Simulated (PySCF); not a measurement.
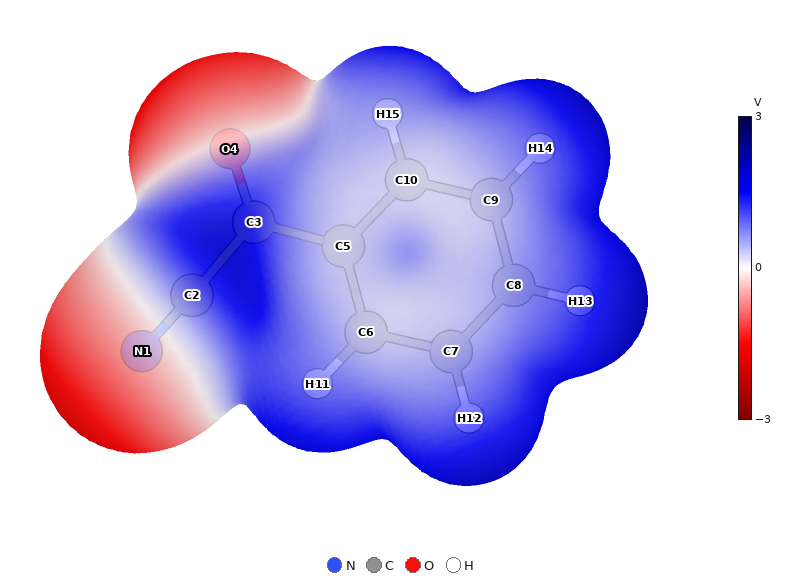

The picture shows: C8H5NO. The electrostatic potential painted on the density surface at 0.004 e/bohr³, seen at a tilt; the colour scale runs from red (negative) to blue (positive).

Geometry: GFN2-xTB.

Level of theory: PBE0/pcSseg-1, SCF density, in a chloroform solvent model, non-relativistic in PySCF 2.14.0.

| atom | x (Å) | y (Å) | z (Å) |
| --- | --- | --- | --- |
| N | 3.8525 | 0.2825 | -0.5735 |
| C | 2.9251 | -0.3209 | -0.2800 |
| C | 1.7733 | -1.1296 | 0.1026 |
| O | 1.9150 | -2.2893 | 0.4228 |
| C | 0.4829 | -0.4196 | 0.0596 |
| C | 0.3922 | 0.9207 | -0.3208 |
| C | -0.8411 | 1.5435 | -0.3458 |
| C | -1.9846 | 0.8415 | 0.0058 |
| C | -1.8999 | -0.4906 | 0.3846 |
| C | -0.6726 | -1.1209 | 0.4121 |
| H | 1.2834 | 1.4669 | -0.5942 |
| H | -0.9130 | 2.5796 | -0.6401 |
| H | -2.9451 | 1.3345 | -0.0158 |
| H | -2.7922 | -1.0336 | 0.6575 |
| H | -0.5801 | -2.1568 | 0.7033 |

**Describe the electrostatic potential map.**

The most negative region (about −1.9 V) lies over N1, the most positive (about +2.0 V) over H12 and H13. N1 is the likeliest acceptor of a hydrogen bond.

**What dipole moment does the calculation give?**

Its dipole moment is 5.93 D.
